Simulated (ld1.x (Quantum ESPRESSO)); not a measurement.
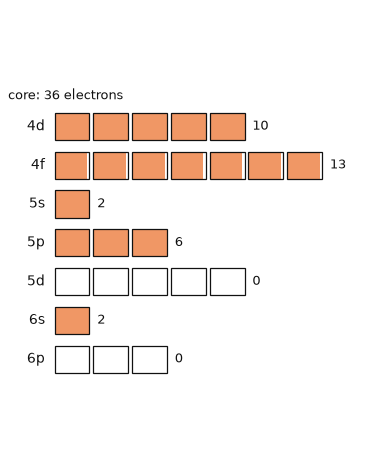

**Figure 1.** The valence shells of the reference configuration: a box for each of the 2l + 1 orbitals, shaded by the share of the shell that is filled, with the electron count at the right. The shells are those of the unaltered input.

# Run report: Tm, pseudopotential generation

System: thulium (Tm, Z = 69), core [Kr], reference valence 4d10 4f13 5s2 5p6 5d0 6s2 6p0, valence charge 33. (This line and the method describe the unaltered input from which the odd one was made.)
Method: ultrasoft potential, PBE, scalar-relativistic, made with ld1.x (Quantum ESPRESSO) 7.5.

### Input file
```
 &input
   title='Tm', zed=69., rel=1, dft='PBE', iswitch=3, beta=0.95,
   config='[Xe] 4f13 5d0 6s2 6p0',
   nld=4, rlderiv=2.45, eminld=-15.0, emaxld=5.0, deld=0.04
 /
 &inputp
   pseudotype=3, tm=.true., lloc=-1, rcloc=1.20,
   nlcc=.true., new_core_ps=.true., rcore=0.70,
   which_augfun='PSQ', rmatch_augfun=0.75,
   file_pseudopw='Tm.UPF', file_wfcaegen='ae.wfc', file_wfcncgen='nc.wfc', file_beta='beta', file_chi='chi', file_wfcusgen='us.wfc'
 /
8
5S  1  0   2.00   0.00  1.60  1.80  0.0
6S  2  0   2.00   0.00  1.60  1.80  0.0
5P  2  1   6.00   0.00  1.95  2.25  0.0
6P  3  1   0.00   0.00  1.95  2.25  0.0
4D  3  2  10.00   0.00  0.80  0.90  0.0
5D  4  2   0.00   0.00  0.80  0.90  0.0
4F  4  3  13.00   0.00  1.05  1.20  0.0
4F  4  3   0.00   0.50  1.05  1.20  0.0
 &test
   configts(1)='4d10 4f13 5s2 5p6 5d0 6s2 6p0'
 /
```

Hardware: 1 CPU thread, shared host.

Run as:
```bash
ld1.x < Tm.in > Tm.out
```

### Output
```
     Program LD1 v.7.5
     --------------------------- All-electron run ----------------------------

     Tm
     scalar relativistic calculation

     atomic number is 69.00
     dft =PBE   lsd =0 sic =0 latt =0  beta=0.95 tr2=1.0E-14
     Exchange-correlation= PBE
                           (   1   4   3   4   0   0   0)
     mesh =1269 r(mesh) = 101.07810 a.u. xmin = -7.00 dx = 0.01250
     1 Ry =  13.60569312 eV, c = 137.03599908

     n l     nl                  e(Ry)          e(Ha)          e(eV)
     1 0     1S 1( 2.00)     -4357.8710     -2178.9355    -59291.8555
     2 0     2S 1( 2.00)      -735.2324      -367.6162    -10003.3462
     2 1     2P 1( 6.00)      -649.0993      -324.5496     -8831.4458
     3 0     3S 1( 2.00)      -165.2394       -82.6197     -2248.1968
     3 1     3P 1( 6.00)      -139.1623       -69.5812     -1893.3997
     4 0     4S 1( 2.00)       -32.5497       -16.2749      -442.8614
     4 1     4P 1( 6.00)       -23.9831       -11.9915      -326.3060
     3 2     3D 1(10.00)      -106.9927       -53.4964     -1455.7104
     5 0     5S 1( 2.00)        -3.9229        -1.9615       -53.3744
     5 1     5P 1( 6.00)        -1.9771        -0.9886       -26.9003
     4 2     4D 1(10.00)       -12.6128        -6.3064      -171.6056
     4 3     4F 1(13.00)        -0.2272        -0.1136        -3.0906
     5 2     5D 1( 0.00)        -0.0579        -0.0290        -0.7884
     6 0     6S 1( 2.00)        -0.2847        -0.1424        -3.8741
     6 1     6P 1( 0.00)        -0.0823        -0.0411        -1.1196

     final scf error:  5.1E-16 reached in  33 iterations

     Etot =  -27134.947351 Ry,  -13567.473676 Ha, -369189.766570 eV

     Ekin =   29498.065852 Ry,   14749.032926 Ha,  401341.631702 eV
     Encl =  -66698.679210 Ry,  -33349.339605 Ha, -907481.761035 eV
     Eh   =   10635.946519 Ry,    5317.973259 Ha,  144709.424409 eV
     Exc  =    -570.280512 Ry,    -285.140256 Ha,   -7759.061646 eV

     normalization and overlap integrals

     s(1S/1S) =  1.000000  <r> =   0.0200  <r2> =    0.0005  r(max) =   0.0126
     s(2S/2S) =  1.000000  <r> =   0.0849  <r2> =    0.0085  r(max) =   0.0718
     s(2P/2P) =  1.000000  <r> =   0.0754  <r2> =    0.0069  r(max) =   0.0588
     s(3S/3S) =  1.000000  <r> =   0.2209  <r2> =    0.0558  r(max) =   0.2026
     s(3P/3P) =  1.000000  <r> =   0.2203  <r2> =    0.0562  r(max) =   0.2001
     s(4S/4S) =  1.000000  <r> =   0.4978  <r2> =    0.2798  r(max) =   0.4623
     s(4P/4P) =  1.000000  <r> =   0.5284  <r2> =    0.3178  r(max) =   0.4860
     s(3D/3D) =  1.000000  <r> =   0.1999  <r2> =    0.0469  r(max) =   0.1638
     s(5S/5S) =  1.000000  <r> =   1.2303  <r2> =    1.7071  r(max) =   1.0952
     s(5P/5P) =  1.000000  <r> =   1.4735  <r2> =    2.4818  r(max) =   1.2566
     s(4D/4D) =  1.000000  <r> =   0.5716  <r2> =    0.3795  r(max) =   0.4983
     s(4F/4F) =  1.000001  <r> =   0.8112  <r2> =    0.9293  r(max) =   0.4983
     s(5D/5D) =  1.000000  <r> =   3.7898  <r2> =   19.1453  r(max) =   2.1242
     s(6S/6S) =  1.000000  <r> =   3.9716  <r2> =   18.0393  r(max) =   3.3314
     s(6P/6P) =  1.000000  <r> =   5.8760  <r2> =   40.1292  r(max) =   4.6688

     ------------------------ End of All-electron run ------------------------

     --------------------- Generating US pseudopotential ---------------------

      Generating local potential from pseudized AE potential:
      Matching radius rcloc =   1.2000

      Local pseudo, rcloc= 1.210 Estimated cut-off energy=    17.02 Ry

      Computing core charge for nlcc:

       r > 0.71 : true rho core
      Core charge pseudized with two Bessel functions
      Integrated core pseudo-charge :  13.18
      Wfc-us  5S rcutus= 1.806  Estimated cut-off energy=    16.45 Ry
      Wfc-us  6S rcutus= 1.806  Estimated cut-off energy=    32.04 Ry
      Wfc-us  5P rcutus= 2.261  Estimated cut-off energy=    16.54 Ry
      Wfc-us  6P rcutus= 2.261  Estimated cut-off energy=    30.20 Ry
      Wfc-us  4D rcutus= 0.897  Estimated cut-off energy=   151.03 Ry
      Wfc-us  5D rcutus= 0.897  Estimated cut-off energy=   262.58 Ry
      Wfc-us  4F rcutus= 1.210  Estimated cut-off energy=   108.31 Ry
      Wfc-us  4F rcutus= 1.210  Estimated cut-off energy=   119.53 Ry

     Q pseudized with Bessel functions
     Expected ecutrho=     949.9026 due to l1=  3   l2=  3

     ------------------- End of pseudopotential generation -------------------

     --------------------------- All-electron run ----------------------------

     Tm
     scalar relativistic calculation

     atomic number is 69.00
     dft =PBE   lsd =0 sic =0 latt =0  beta=0.95 tr2=1.0E-14
     Exchange-correlation= PBE
                           (   1   4   3   4   0   0   0)
     mesh =1269 r(mesh) = 101.07810 a.u. xmin = -7.00 dx = 0.01250
     1 Ry =  13.60569312 eV, c = 137.03599908

     n l     nl                  e(Ry)          e(Ha)          e(eV)
     1 0     1S 1( 2.00)     -4357.8710     -2178.9355    -59291.8555
     2 0     2S 1( 2.00)      -735.2324      -367.6162    -10003.3462
     2 1     2P 1( 6.00)      -649.0993      -324.5496     -8831.4458
     3 0     3S 1( 2.00)      -165.2394       -82.6197     -2248.1968
     3 1     3P 1( 6.00)      -139.1623       -69.5812     -1893.3997
     4 0     4S 1( 2.00)       -32.5497       -16.2749      -442.8614
     4 1     4P 1( 6.00)       -23.9831       -11.9915      -326.3060
     3 2     3D 1(10.00)      -106.9927       -53.4964     -1455.7104
     5 0     5S 1( 2.00)        -3.9229        -1.9615       -53.3744
     5 1     5P 1( 6.00)        -1.9771        -0.9886       -26.9003
     4 2     4D 1(10.00)       -12.6128        -6.3064      -171.6056
     4 3     4F 1(13.00)        -0.2272        -0.1136        -3.0906
     5 2     5D 1( 0.00)        -0.0579        -0.0290        -0.7884
     6 0     6S 1( 2.00)        -0.2847        -0.1424        -3.8741
     6 1     6P 1( 0.00)        -0.0823        -0.0411        -1.1196

     final scf error:  5.1E-16 reached in  33 iterations

     Etot =  -27134.947351 Ry,  -13567.473676 Ha, -369189.766570 eV

     Ekin =   29498.065852 Ry,   14749.032926 Ha,  401341.631702 eV
     Encl =  -66698.679210 Ry,  -33349.339605 Ha, -907481.761035 eV
     Eh   =   10635.946519 Ry,    5317.973259 Ha,  144709.424409 eV
     Exc  =    -570.280512 Ry,    -285.140256 Ha,   -7759.061646 eV

     normalization and overlap integrals

     s(1S/1S) =  1.000000  <r> =   0.0200  <r2> =    0.0005  r(max) =   0.0126
     s(2S/2S) =  1.000000  <r> =   0.0849  <r2> =    0.0085  r(max) =   0.0718
     s(2P/2P) =  1.000000  <r> =   0.0754  <r2> =    0.0069  r(max) =   0.0588
     s(3S/3S) =  1.000000  <r> =   0.2209  <r2> =    0.0558  r(max) =   0.2026
     s(3P/3P) =  1.000000  <r> =   0.2203  <r2> =    0.0562  r(max) =   0.2001
     s(4S/4S) =  1.000000  <r> =   0.4978  <r2> =    0.2798  r(max) =   0.4623
     s(4P/4P) =  1.000000  <r> =   0.5284  <r2> =    0.3178  r(max) =   0.4860
     s(3D/3D) =  1.000000  <r> =   0.1999  <r2> =    0.0469  r(max) =   0.1638
     s(5S/5S) =  1.000000  <r> =   1.2303  <r2> =    1.7071  r(max) =   1.0952
     s(5P/5P) =  1.000000  <r> =   1.4735  <r2> =    2.4818  r(max) =   1.2566
     s(4D/4D) =  1.000000  <r> =   0.5716  <r2> =    0.3795  r(max) =   0.4983
     s(4F/4F) =  1.000001  <r> =   0.8112  <r2> =    0.9293  r(max) =   0.4983
     s(5D/5D) =  1.000000  <r> =   3.7898  <r2> =   19.1453  r(max) =   2.1242
     s(6S/6S) =  1.000000  <r> =   3.9716  <r2> =   18.0393  r(max) =   3.3314
     s(6P/6P) =  1.000000  <r> =   5.8760  <r2> =   40.1292  r(max) =   4.6688

     ------------------------ End of All-electron run ------------------------

     Computing logarithmic derivative in   2.45264
     Computing logarithmic derivative in   2.45264
     Computing the partial wave expansion
     R is outside the sphere for l=    0 j= 0.00
     R is outside the sphere for l=    0 j= 0.00
     R is outside the sphere for l=    1 j= 0.00
     R is outside the sphere for l=    1 j= 0.00
     R is outside the sphere for l=    2 j= 0.00
     R is outside the sphere for l=    2 j= 0.00
     R is outside the sphere for l=    3 j= 0.00
     R is outside the sphere for l=    3 j= 0.00

     ---------------------- Testing the pseudopotential ----------------------

     Tm
     scalar relativistic calculation

     atomic number is 69.00   valence charge is 33.00
     dft =PBE   lsd =0 sic =0 latt =0  beta=0.95 tr2=1.0E-14
     mesh =1269 r(mesh) = 101.07810 xmin = -7.00 dx = 0.01250

     n l     nl             e AE (Ry)        e PS (Ry)    De AE-PS (Ry)
     3 2     4D   1(10.00)      -12.61278      -12.61266       -0.00011
     4 3     4F   1(13.00)       -0.22716       -0.22707       -0.00009
     1 0     5S   1( 2.00)       -3.92295       -3.92289       -0.00006
     2 1     5P   1( 6.00)       -1.97713       -1.97709       -0.00005
     4 2     5D   1( 0.00)       -0.05795       -0.05790       -0.00005
     2 0     6S   1( 2.00)       -0.28474       -0.28473       -0.00001
     3 1     6P   1( 0.00)       -0.08229       -0.08228       -0.00000

     eps = 8.1E-16  iter =  8

     Etot =  -27134.947351 Ry,  -13567.473676 Ha, -369189.766570 eV
     Etotps = -1250.970089 Ry,    -625.485044 Ha,  -17020.315135 eV

     Ekin =     308.692807 Ry,     154.346403 Ha,    4199.979596 eV
     Encl =   -2597.248388 Ry,   -1298.624194 Ha,  -35337.364535 eV
     Ehrt =    1070.507888 Ry,     535.253944 Ha,   14565.001813 eV
     Ecxc =    -149.294378 Ry,     -74.647189 Ha,   -2031.253489 eV
     (Ecc =     -47.131381 Ry,     -23.565691 Ha,    -641.255107 eV)
     Epseu=     116.371982 Ry,      58.185991 Ha,    1583.321479 eV

     ---------------------- End of pseudopotential test ----------------------
```

### Outcome

| quantity | value |
| --- | --- |
| outcome | generated |
| wall time | 1.5 s |

### What is odd here

One thing in this input was made odd on purpose: mixing beta=0.95. The program ran to the end. The all-electron atom is untouched: its total energy equals that from the unaltered input (−27134.9474 Ry). The pseudo-atom's energy and levels in the reference configuration are also those from the unaltered input, so the oddity leaves no trace there. The pseudo-atom meets the occupied all-electron levels that the test lists within 0.00011 Ry. No test for ghost states or cutoffs was run on this potential, so its soundness isn't shown.
